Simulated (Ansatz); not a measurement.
How methods differ on CH6BNO2 (SMILES COB(N)O)

The species is CH6BNO2 (11 atoms), meant as a singlet with charge 0. As SMILES, `COB(N)O`. The coordinates come from a PBE0-D4/def2-TZVP relaxation. This is one conformer, not always the lowest.

```xyz
11

C     0.7135    0.8516    1.1297
O    -0.4467    0.1025    0.8785
B    -0.6440   -0.5067   -0.3384
N     0.2758   -0.4319   -1.4037
O    -1.8010   -1.2231   -0.5148
H     0.8013    1.7018    0.4431
H     0.6544    1.2386    2.1476
H     1.6169    0.2360    1.0476
H     1.1441    0.0663   -1.3669
H     0.0952   -0.8909   -2.2775
H    -2.3441   -1.2011    0.2754
```

Quantity: the vertical ionisation energy (to the doublet cation), in eV. The values are calculated.

```tsv
level	kind	program	value (eV)	less CCSD(T)/6-31G*	CPU time (all runs)
BLYP/6-31G* (spherical functions)	GGA	Ansatz	9.06	-0.47	29 s
revPBE/6-31G* (spherical functions)	GGA	Ansatz	9.16	-0.37	27 s
r2SCAN/6-31G* (spherical functions)	meta-GGA	Ansatz	9.41	-0.12	48 s
PBE0/6-31G* (spherical functions)	global hybrid	Ansatz	9.62	+0.09	23 s
MP2/6-31G* (spherical functions)	perturbation theory	Ansatz	9.75	+0.22	9.9 s
BCCD(T)/6-31G* (spherical functions)	coupled cluster or CI	Ansatz	9.53	0.00	2.8 min
CCSD(T)/6-31G* (spherical functions)	coupled cluster or CI	Ansatz	9.53	0.00	2.2 min
CCSD/6-31G* (spherical functions)	coupled cluster or CI	Ansatz	9.56	+0.03	99 s
```

Differences are taken from CCSD(T)/6-31G* (spherical functions) for orientation; it has basis-set and higher-order errors of its own. The values span 9.06 to 9.75 eV. Times are those of the runs behind each value, whatever else they computed, on shared processors of several kinds: orders of magnitude only.

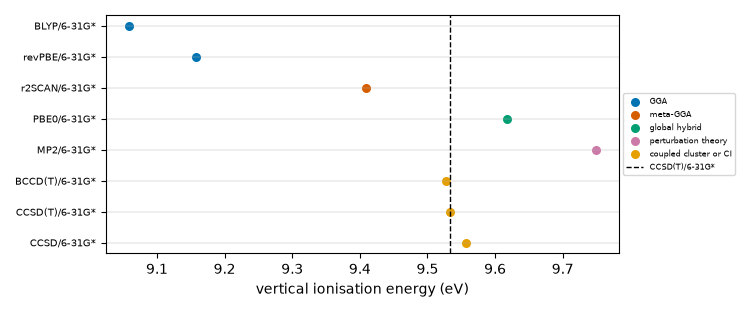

The values of the table, level by level.
